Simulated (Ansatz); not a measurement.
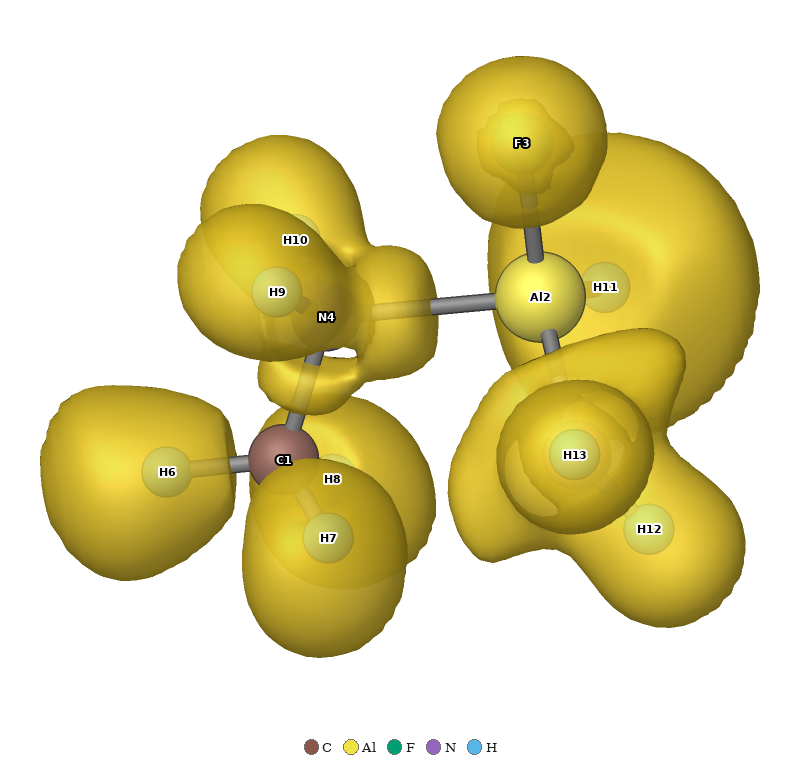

The picture shows: CH₈AlFN₂. Isosurface of the ELF at 0.75 (yellow), seen at an oblique angle. Only the valence region is drawn (cores and ρ < 0.01 e/Å³ removed).

Geometry: PBE0-D3(BJ)/def2-SVP.

Level of theory: isolated molecule in a Gaussian basis; Kohn-Sham density functional theory, functional PBE0 (Ansatz 0.2.0).

```xyz
13

C    -0.1547   -1.8935    2.4724
Al    0.5079   -0.5431   -0.0789
F     1.0657    1.0561   -0.0715
N     0.0517   -0.5521    1.9175
N     1.7832   -1.8152   -0.1826
H    -0.2801   -1.8872    3.5657
H     0.7080   -2.5098    2.1847
H    -1.0494   -2.3346    2.0114
H     0.8373   -0.0840    2.3741
H    -0.7595    0.0471    2.0792
H    -0.9151   -0.8385   -0.7432
H     1.6711   -2.6365   -0.7676
H     2.7728   -1.5966   -0.1246
```

**What do the ELF domains correspond to?**

The ELF exceeds this value in four regions around hydrogen nuclei, one region wrapped around F (its valence shell) and two joined regions spread over several atoms (H, N), in which their bonds and any lone pairs are merged. Profiles from the grid: C–N (1.47 Å): the ELF peaks at about 0.95 between the atoms, as expected for a covalent bond. Al–F (1.69 Å): the ELF peaks at about 0.85 in the valence shell of F, 0.6 Å from its nucleus, and is about 0.30 at the midpoint.
